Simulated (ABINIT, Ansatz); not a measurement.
# Sr2SiS4 (P2_1/m): one start, several treatments of the self-energy

Aim: compare treatments of exchange, screening and correlation for the gap of Sr2SiS4 (P2_1/m).

Calculated with ABINIT 10.8.3; LDA and many-body steps on it, plane waves.

## Step 1: Starting point

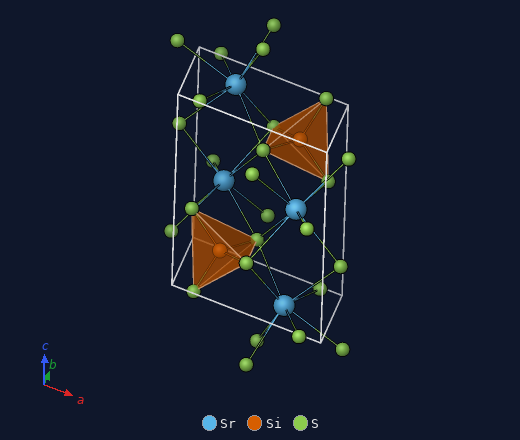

The starting structure, seen slightly off an axis (strontium blue, silicon orange, sulfur green). Some periodic images of atoms are drawn too.

The cell and positions are those that the Materials Project relaxed with its own functionals (PBE, PBE+U or r2SCAN), kept fixed.

## Step 2: Empty states on the mesh, 2×2×2 mesh, 644 bands

This step: ABINIT 10.8.3; DFT, LDA, plane waves, norm-conserving pseudopotentials.

The sums over transitions need many empty states on a uniform mesh; this step solves for them.

run.abi reads:

```
acell 3*1.0 Angstrom
rprim 
  6.608739210500 0.000000000000 -0.000000000000
  0.000000000000 6.659542380000 0.000000000000
  -2.582748258700 0.000000000000 7.848229828000
ntypat 3
znucl 38 14 16
natom 14
typat 1 1 1 1 2 2 3 3 3 3 3 3 3 3
xred 
  0.283671200000 0.750000000000 0.951809120000
  0.716328800000 0.250000000000 0.048190880000
  0.224829900000 0.750000000000 0.429263770000
  0.775170100000 0.250000000000 0.570736230000
  0.721301030000 0.750000000000 0.796846200000
  0.278698970000 0.250000000000 0.203153800000
  0.886453430000 0.750000000000 0.061575940000
  0.113546570000 0.250000000000 0.938424060000
  0.916900480000 0.750000000000 0.635667980000
  0.083099520000 0.250000000000 0.364332020000
  0.510384140000 0.501966720000 0.737248200000
  0.489615860000 0.001966720000 0.262751800000
  0.489615860000 0.498033280000 0.262751800000
  0.510384140000 0.998033280000 0.737248200000
pp_dirpath "pseudos"
pseudos "Sr.upf, Si.upf, S.upf"
ecut 28
ngkpt 2 2 2
nshiftk 1
shiftk 0 0 0
kptopt 1
chksymbreak 0
iscf -2
irdden 1
istwfk *1
nband 644
nbdbuf 58
tolwfr 1e-09
nstep 60
prtvol 0
indata_prefix "in"
outdata_prefix "out"
tmpdata_prefix "tmp"
```

Run with:

```
> OMP_NUM_THREADS=2 mpirun -n 8 abinit run.abi > log
```

Numbers of over 12 decimals in the logs are rounded to 6 here.

Log:

```text
.Version 10.8.3 of ABINIT. v10.8.2 released Aug 2026.

 Symmetries : space group P2_1/m (# 11); Bravais mP (primitive monocl.)
[... echo of the input left out ...]
== DATASET  1 ==================================================================
-   mpi_nproc: 8, omp_nthreads: 2 (-1 if OMP is not activated)

--- !DatasetInfo
iteration_state: {dtset: 1, }
dimensions: {natom: 14, nkpt: 8, mband: 644, nsppol: 1, nspinor: 1, nspden: 1, mpw: 16528, }
cutoff_energies: {ecut:  28.0, pawecutdg:  -1.0, }
[...]
2.84656    2.85125    2.85158    2.85379    2.85923    2.86447    2.86694    2.86953
   2.87020    2.87204    2.87826    2.87920    2.88253    2.88888    2.89202    2.89428
   2.89894    2.90671    2.90850    2.91070
 prteigrs : prtvol=0 or 1, do not print more k-points.

== END DATASET(S) ==============================================================
================================================================================

 -outvars: echo values of variables after computation  --------
            nband         644
             nkpt           8
          spgroup          11
 [... the other variables as echoed above ...]

 Calculation completed.
```

Elapsed: 24 min, on 8 MPI ranks of Arm Neoverse N1, shared host; peak memory 2.6 GiB.

This step gave:

| Quantity | Value |
| --- | --- |
| gap | 2.767 eV |
| k of the valence top | 0, 0, 0 |
| k of the conduction bottom | 0.5, 0, 0 |
| least direct gap | 2.952 eV |
| k points computed | 8 |
| lowest point of the top converged band, above the valence top | 69.3191 eV |

On this mesh the gap is 2.767 eV.

The density comes from a self-consistent run that is not shown.

## Step 3: Screening, 2×2×2 mesh, 267 bands, screening to 114.3 eV

The RPA dielectric matrix is built and inverted for each q.

This step: RPA screening on LDA, plane waves, norm-conserving pseudopotentials.

run.abi, as its differences from that of step 2:

```diff
@@ -32,10 +32,11 @@
 chksymbreak 0
-iscf -2
-irdden 1
 istwfk *1
-nband 644
-nbdbuf 58
-tolwfr 1e-09
-nstep 60
-prtvol 0
+occopt 1
+irdwfk 1
+optdriver 3
+nband 267
+ecuteps 4.2
+inclvkb 2
+awtr 1
+symchi 1
 indata_prefix "in"
```

Run with:

```
> OMP_NUM_THREADS=1 mpirun -n 16 abinit run.abi > log
```

Log:

```text
.Version 10.8.3 of ABINIT. v10.8.2 released Aug 2026.

 Symmetries : space group P2_1/m (# 11); Bravais mP (primitive monocl.)
[... echo of the input left out ...]
== DATASET  1 ==================================================================
-   mpi_nproc: 16, omp_nthreads: 1 (-1 if OMP is not activated)

--- !DatasetInfo
iteration_state: {dtset: 1, }
dimensions: {natom: 14, nkpt: 8, mband: 267, nsppol: 1, nspinor: 1, nspden: 1, mpw: 16528, }
cutoff_energies: {ecut:  28.0, pawecutdg:  -1.0, }
electrons: {nelect:   9.60000000E+01, charge:   0.00000000E+00, occopt:   1.00000000E+00, tsmear:   1.00000000E-02, }

 SCREENING: Calculation of the susceptibility and dielectric matrices

 Based on a program developped by R.W. Godby, V. Olevano, G. Onida, and L. Reining.
 Incorporated in ABINIT by V. Olevano, G.-M. Rignanese, and M. Torrent.
.Using double precision arithmetic ; gwpc =  8

[... cell and pseudopotentials left out ...]
--------------------------------------------------------------------------------

 ==== K-mesh for the wavefunctions ====
 Number of points in the irreducible wedge :     8
[... list of points left out ...]
 Together with  4 symmetry operations and time-reversal symmetry
 yields     8 points in the full Brillouin Zone.

 ==== Q-mesh for the screening function ====
 Number of points in the irreducible wedge :     8
[... list of points left out ...]
 Together with  4 symmetry operations and time-reversal symmetry
 yields     8 points in the full Brillouin Zone.

 setmesh: FFT mesh size selected  =    45x   48x   54
          total number of points  =       116640

 vcoul_init : cutoff-mode = AUXILIARY_FUNCTION
 q-points for optical limit:   1
     1)      0.000010    0.000020    0.000030

- screening: taking advantage of time-reversal symmetry
- Maximum band index for partially occupied states nbvw = 48
- Remaining bands to be divided among processors   nbcw = 219
- Number of bands treated by each node ~13

 Number of electrons calculated from density =   96.0000; Expected =   96.0000
 average of density, n =  0.041185
 r_s =    1.7963
 omega_plasma =   19.5761 [eV]

 calculating chi0 at frequencies [eV] :
  1    0.000000E+00    0.000000E+00
  2    0.000000E+00    1.957607E+01

--------------------------------------------------------------------------------
  q-point number  1        q = ( 0.000000, 0.000000, 0.000000) [r.l.u.]
--------------------------------------------------------------------------------
[... chi0 elements left out ...]
 For q-point:  0.000010 0.000020 0.000030
  dielectric constant =   4.8591
  dielectric constant without local fields =   5.9158

  Average fulfillment of the sum rule on Im[epsilon] for q-point    1 :     68.37  [%]
[... wings left out ...]
  q-point number  2        q = ( 0.500000, 0.000000, 0.000000) [r.l.u.]
--------------------------------------------------------------------------------
[... chi0 elements left out ...]
  Average fulfillment of the sum rule on Im[epsilon] for q-point    2 :     72.35  [%]

 [... 6 further q-points ...]
```

The job ended after 14 min (16 MPI ranks; peak memory 21 GiB).

Numbers from this step:

```yaml
eps_infinity_with_local_fields_on_this_mesh_along_the_program_s_q_direction: 4.859
the_same_without_local_fields: 5.916
plasma_frequency: 19.58 eV
plane_waves_in_the_screening_matrix: 951
```

Local fields lower ε∞ by 18 %. On a Γ-centred mesh this coarse the value itself is usually too large, while a short band sum pulls it down.

## Step 4: G0W0, Godby-Needs plasmon pole

The self-energy is evaluated for the states that the input lists, and the levels follow from it, in one-shot runs by the linearised quasiparticle equation.

This step: G0W0 on LDA, plane waves, norm-conserving pseudopotentials.

run.abi, as its differences from that of step 3:

```diff
@@ -35,8 +35,17 @@
 irdwfk 1
-optdriver 3
+optdriver 4
 nband 267
+gwcalctyp 0
+ecutsigx 28
+symsigma 1
+nkptgw 2
+kptgw 
+  0.0000000000 0.0000000000 0.0000000000
+  0.5000000000 0.0000000000 0.0000000000
+bdgw 
+  47 50
+  47 50
 ecuteps 4.2
-inclvkb 2
-awtr 1
-symchi 1
+irdscr 1
+ppmodel 1
 indata_prefix "in"
```

Log:

```text
.Version 10.8.3 of ABINIT. v10.8.2 released Aug 2026.

 Symmetries : space group P2_1/m (# 11); Bravais mP (primitive monocl.)
[... echo of the input left out ...]
== DATASET  1 ==================================================================
-   mpi_nproc: 16, omp_nthreads: 1 (-1 if OMP is not activated)

--- !DatasetInfo
iteration_state: {dtset: 1, }
dimensions: {natom: 14, nkpt: 8, mband: 267, nsppol: 1, nspinor: 1, nspden: 1, mpw: 16528, }
cutoff_energies: {ecut:  28.0, pawecutdg:  -1.0, }
electrons: {nelect:   9.60000000E+01, charge:   0.00000000E+00, occopt:   1.00000000E+00, tsmear:   1.00000000E-02, }

 SIGMA: Calculation of the GW corrections

 Based on a program developped by R.W. Godby, V. Olevano, G. Onida, and L. Reining.
 Incorporated in ABINIT by V. Olevano, G.-M. Rignanese, and M. Torrent.
.Using double precision arithmetic ; gwpc =  8

[... cell and pseudopotentials left out ...]
--------------------------------------------------------------------------------

 ==== K-mesh for the wavefunctions ====
 Number of points in the irreducible wedge :     8
[... list of points left out ...]
 Together with  4 symmetry operations and time-reversal symmetry
 yields     8 points in the full Brillouin Zone.

 ==== Q-mesh for screening function ====
 Number of points in the irreducible wedge :     8
[... list of points left out ...]
 Together with  4 symmetry operations and time-reversal symmetry
 yields     8 points in the full Brillouin Zone.

 vcoul_init : cutoff-mode = AUXILIARY_FUNCTION
 q-points for optical limit:   1
     1)      0.000010    0.000020    0.000030
 setmesh: FFT mesh size selected  =    60x   60x   72
          total number of points  =       259200

 Number of electrons calculated from density =   96.0000; Expected =   96.0000
 average of density, n =  0.041185
 r_s =    1.7963
 omega_plasma =   19.5761 [eV]

 === KS Band Gaps ===
  >>>> For spin  1
   Minimum direct gap =   2.9522 [eV], located at k-point      :   0.5000  0.0000  0.0000
   Fundamental gap    =   2.7666 [eV], Top of valence bands at :   0.0000  0.0000  0.0000
                                       Bottom of conduction at :   0.5000  0.0000  0.0000
 SIGMA fundamental parameters:
 PLASMON POLE MODEL  1
 number of plane-waves for SigmaX                16459
 number of plane-waves for SigmaC and W            951
 number of plane-waves for wavefunctions         16459
 number of bands                                   267
 number of independent spin polarizations            1
 number of spinorial components                      1
 number of k-points in IBZ                           8
 number of q-points in IBZ                           8
 number of symmetry operations                       4
 number of k-points in BZ                            8
 number of q-points in BZ                            8
 number of frequencies for dSigma/dE                 9
 frequency step for dSigma/dE [eV]                0.25
 number of omega for Sigma on real axis              0
 max omega for Sigma on real axis  [eV]           0.00
 zcut for avoiding poles [eV]                     0.10

 EPSILON^-1 parameters (SCR file):
 dimension of the eps^-1 matrix on file            951
 dimension of the eps^-1 matrix used               951
 number of plane-waves for wavefunctions         16459
 number of bands                                   267
 number of q-points in IBZ                           8
 number of frequencies                               2
 number of real frequencies                          1
 number of imag frequencies                          1

 matrix elements of self-energy operator (all in [eV])

 Perturbative Calculation

--- !SelfEnergy_ee
iteration_state: {dtset: 1, }
kpoint     : [   0.000,    0.000,    0.000, ]
spin       : 1
KS_gap     :    3.139
QP_gap     :    4.671
Delta_QP_KS:    1.531
data: !SigmaeeData |
     Band     E0 <VxcDFT>   SigX SigC(E0)      Z dSigC/dE  Sig(E)    E-E0       E
       47   3.591 -12.965 -15.876   2.262   0.786  -0.273 -13.475  -0.510   3.081
       48   3.808 -12.880 -15.746   2.197   0.784  -0.275 -13.405  -0.525   3.283
       49   6.948  -9.881  -5.386  -3.266   0.818  -0.222  -8.875   1.006   7.954
       50   7.243  -9.945  -5.093  -3.272   0.825  -0.212  -8.641   1.305   8.548

--- !SelfEnergy_ee
iteration_state: {dtset: 1, }
kpoint     : [   0.500,    0.000,    0.000, ]
spin       : 1
KS_gap     :    2.952
QP_gap     :    4.696
Delta_QP_KS:    1.744
data: !SigmaeeData |
     Band     E0 <VxcDFT>   SigX SigC(E0)      Z dSigC/dE  Sig(E)    E-E0       E
       47   3.570 -12.732 -15.644   2.241   0.784  -0.275 -13.258  -0.526   3.044
       48   3.623 -13.021 -15.912   2.254   0.786  -0.272 -13.521  -0.501   3.122
       49   6.575  -9.763  -5.121  -3.136   0.825  -0.212  -8.520   1.243   7.818
       50   6.981 -10.009  -5.529  -3.146   0.818  -0.222  -8.918   1.091   8.073

== END DATASET(S) ==============================================================
================================================================================

 -outvars: echo values of variables after computation  --------
           etotal      0.0000000000E+00
            nband         267
             nkpt           8
          spgroup          11
 [... the other variables as echoed above ...]

 Calculation completed.
```

Elapsed: 1.7 min, on 16 MPI ranks; peak memory 14 GiB; 28 min of CPU time.

Numbers from this step:

* G0W0 gap on the points computed: 4.535 eV
* starting gap on the mesh: 2.767 eV
* k of the valence top: 0, 0, 0
* k of the conduction bottom: 0.5, 0, 0
* Z at the valence top: 0.784
* Z at the conduction bottom: 0.825
* least direct G0W0 gap on the computed points: 4.671 eV

The gap on the mesh goes from 2.77 eV to 4.54 eV, a correction of +1.77 eV.

## Step 5: G0W0, von der Linden-Horsch plasmon pole

run.abi, as its differences from that of step 4:

```diff
@@ -49,3 +49,3 @@
 irdscr 1
-ppmodel 1
+ppmodel 3
 indata_prefix "in"
```

Log:

```text
.Version 10.8.3 of ABINIT. v10.8.2 released Aug 2026.

 Symmetries : space group P2_1/m (# 11); Bravais mP (primitive monocl.)
[... echo of the input left out ...]
== DATASET  1 ==================================================================
-   mpi_nproc: 16, omp_nthreads: 1 (-1 if OMP is not activated)

--- !DatasetInfo
iteration_state: {dtset: 1, }
dimensions: {natom: 14, nkpt: 8, mband: 267, nsppol: 1, nspinor: 1, nspden: 1, mpw: 16528, }
cutoff_energies: {ecut:  28.0, pawecutdg:  -1.0, }
electrons: {nelect:   9.60000000E+01, charge:   0.00000000E+00, occopt:   1.00000000E+00, tsmear:   1.00000000E-02, }

 SIGMA: Calculation of the GW corrections

 Based on a program developped by R.W. Godby, V. Olevano, G. Onida, and L. Reining.
 Incorporated in ABINIT by V. Olevano, G.-M. Rignanese, and M. Torrent.
.Using double precision arithmetic ; gwpc =  8

[... cell and pseudopotentials left out ...]
--------------------------------------------------------------------------------

 ==== K-mesh for the wavefunctions ====
 Number of points in the irreducible wedge :     8
[... list of points left out ...]
 Together with  4 symmetry operations and time-reversal symmetry
 yields     8 points in the full Brillouin Zone.

 ==== Q-mesh for screening function ====
 Number of points in the irreducible wedge :     8
[... list of points left out ...]
 Together with  4 symmetry operations and time-reversal symmetry
 yields     8 points in the full Brillouin Zone.

 vcoul_init : cutoff-mode = AUXILIARY_FUNCTION
 q-points for optical limit:   1
     1)      0.000010    0.000020    0.000030
 setmesh: FFT mesh size selected  =    60x   60x   72
          total number of points  =       259200

 Number of electrons calculated from density =   96.0000; Expected =   96.0000
[...]
number of omega for Sigma on real axis              0
 max omega for Sigma on real axis  [eV]           0.00
 zcut for avoiding poles [eV]                     0.10

 EPSILON^-1 parameters (SCR file):
 dimension of the eps^-1 matrix on file            951
 dimension of the eps^-1 matrix used               951
 number of plane-waves for wavefunctions         16459
 number of bands                                   267
 number of q-points in IBZ                           8
 number of frequencies                               2
 number of real frequencies                          1
 number of imag frequencies                          1

 matrix elements of self-energy operator (all in [eV])

 Perturbative Calculation

--- !SelfEnergy_ee
iteration_state: {dtset: 1, }
kpoint     : [   0.000,    0.000,    0.000, ]
spin       : 1
KS_gap     :    3.139
QP_gap     :    4.726
Delta_QP_KS:    1.587
data: !SigmaeeData |
     Band     E0 <VxcDFT>   SigX SigC(E0)      Z dSigC/dE  Sig(E)    E-E0       E
       47   3.591 -12.965 -15.876   2.052   0.832  -0.203 -13.679  -0.714   2.877
       48   3.808 -12.880 -15.746   2.000   0.830  -0.205 -13.599  -0.719   3.089
       49   6.948  -9.881  -5.386  -3.484   0.857  -0.166  -9.014   0.868   7.815
[...]
--- !SelfEnergy_ee
iteration_state: {dtset: 1, }
kpoint     : [   0.500,    0.000,    0.000, ]
spin       : 1
KS_gap     :    2.952
QP_gap     :    4.737
Delta_QP_KS:    1.785
data: !SigmaeeData |
     Band     E0 <VxcDFT>   SigX SigC(E0)      Z dSigC/dE  Sig(E)    E-E0       E
[...]
49   6.575  -9.763  -5.121  -3.390   0.865  -0.156  -8.680   1.083   7.658
       50   6.981 -10.009  -5.529  -3.358   0.858  -0.166  -9.047   0.962   7.943

== END DATASET(S) ==============================================================
================================================================================

 -outvars: echo values of variables after computation  --------
           etotal      0.0000000000E+00
            nband         267
             nkpt           8
          spgroup          11
 [... the other variables as echoed above ...]

 Calculation completed.
```

Run time: 3.2 min. Hardware: 16 MPI ranks; peak memory 10 GiB.

Numbers from this step:

* G0W0 gap on the points computed: 4.569 eV
* starting gap on the mesh: 2.767 eV
* k of the valence top: 0, 0, 0
* k of the conduction bottom: 0.5, 0, 0
* Z at the valence top: 0.83
* Z at the conduction bottom: 0.865
* least direct G0W0 gap on the computed points: 4.726 eV

Against G0W0 in ABINIT (2×2×2 mesh, 267 bands, screening to 114.3 eV, Godby-Needs plasmon pole), the gap moves by +0.034 eV.

## Step 6: G0W0, Hybertsen-Louie plasmon pole

run.abi, as its differences from that of step 5:

```diff
@@ -49,3 +49,3 @@
 irdscr 1
-ppmodel 3
+ppmodel 2
 indata_prefix "in"
```

Log:

```text
.Version 10.8.3 of ABINIT. v10.8.2 released Aug 2026.

 Symmetries : space group P2_1/m (# 11); Bravais mP (primitive monocl.)
[... echo of the input left out ...]
== DATASET  1 ==================================================================
-   mpi_nproc: 16, omp_nthreads: 1 (-1 if OMP is not activated)

--- !DatasetInfo
iteration_state: {dtset: 1, }
dimensions: {natom: 14, nkpt: 8, mband: 267, nsppol: 1, nspinor: 1, nspden: 1, mpw: 16528, }
cutoff_energies: {ecut:  28.0, pawecutdg:  -1.0, }
[...]
Band     E0 <VxcDFT>   SigX SigC(E0)      Z dSigC/dE  Sig(E)    E-E0       E
[...]
49   6.575  -9.763  -5.121  -3.300   0.854  -0.171  -8.617   1.146   7.721
       50   6.981 -10.009  -5.529  -3.328   0.848  -0.179  -9.033   0.976   7.958

== END DATASET(S) ==============================================================
================================================================================

 -outvars: echo values of variables after computation  --------
           etotal      0.0000000000E+00
            nband         267
             nkpt           8
          spgroup          11
 [... the other variables as echoed above ...]

 Calculation completed.
```

It took 95 s on 16 MPI ranks; peak memory 12 GiB; 25 min of CPU time.

Numbers from this step:

```
G0W0 gap on the points computed              : 4.611 eV
starting gap on the mesh                     : 2.767 eV
k of the valence top                         : 0, 0, 0
k of the conduction bottom                   : 0.5, 0, 0
least direct G0W0 gap on the computed points : 4.745 eV
```

Against G0W0 in ABINIT (2×2×2 mesh, 267 bands, screening to 114.3 eV, Godby-Needs plasmon pole), the gap moves by +0.076 eV.

(Part 1 of 2 ends here.)

[Paths, hosts, dates, memory and timing lines, banners, echoed tables and standing remarks are left out of the program output.]

[Logs are printed without paths, hosts, clocks, repeated set-up lines and the standing remarks that a program may print on its own settings, such as how far it seeks lower states.]

[Runs of the session that timed out or met a known fault of the program may be left out.]

[Hosts, paths, dates, database ids (printed as entryN), source tags and the programs' standing remarks are cut or masked in the printed files.]

[G0W0 gaps are taken among the corrected bands and points alone; a level outside them can change the order at an edge.]

[Where Ansatz stands beside ABINIT at settings called matched, ABINIT's density can come from a denser mesh and the files from another edition; pairs whose starting gaps differed by over 0.03 eV were left out, so agreement reads better than it is.]
